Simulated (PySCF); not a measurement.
C6H8NO2 (SMILES [NH]C(=O)CC/C=C\C=O) (doublet)

Input

```
{"job": {"kind": "epr", "basis": "pcH-1"}, "charge": 0, "multiplicity": 2}
N     -3.354638     0.996287    -0.641141
C     -2.393964     0.459096     0.043088
O     -2.599062     0.266582     1.254713
C     -1.108486     0.109732    -0.666125
C     -0.114277    -0.549933     0.295741
C      1.143963    -0.902136    -0.412688
C      2.383192    -0.468058    -0.161669
C      2.761960     0.471252     0.885509
O      3.891239     0.826152     1.108426
H     -4.207169     1.227486    -0.147400
H     -1.348988    -0.552268    -1.499828
H     -0.692589     1.029695    -1.082132
H      0.057549     0.111757     1.143586
H     -0.568610    -1.468105     0.680365
H      1.007655    -1.593709    -1.237078
H      3.211507    -0.818567    -0.763707
H      1.923719     0.866769     1.489353
```

Command:

```sh
OMP_NUM_THREADS=1 python probes_run.py task.json out
```

Geometry: GFN2-xTB.

These are results of UKS B3LYP, pcH-1 on C H N O, non-relativistic, mean-field spin-orbit, GIAO (PySCF 2.14.0, density-fitted response routines), not measurements.

> What can the converged electron density, electron localisation function and spin density tell about the bonding?

C–O (1.20 Å): ρ is about 3.3 e/Å³ halfway; the ELF peaks at about 0.85 between the atoms: a short, multiple covalent bond.
C–C (1.34 Å): ρ is about 2.3 e/Å³ halfway; the ELF peaks at about 0.95 between the atoms; a multiple bond.
C–C (1.46 Å): ρ is about 1.9 e/Å³ halfway; the ELF peaks at about 0.95 between the atoms (localised, covalent bonding).
C–C (1.49 Å): ρ at the midpoint is about 1.8 e/Å³; the ELF peaks at about 0.95 between the atoms (a shared electron pair).
The unpaired spin (1 electron) lies mostly on N1 (about 0.6) and O3 (about 0.4), in electrons by Hirshfeld's partition.

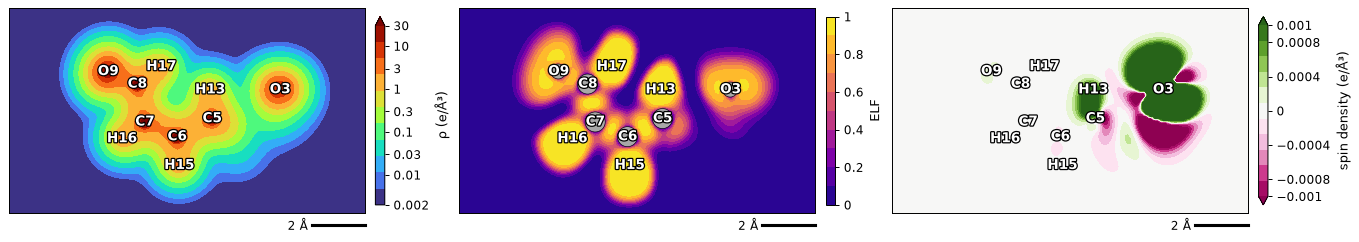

Computed electron density, electron localisation function and spin density on the plane of atoms C7, C8 and H17, in this order. Grey discs cover the atomic cores in the ELF map. 
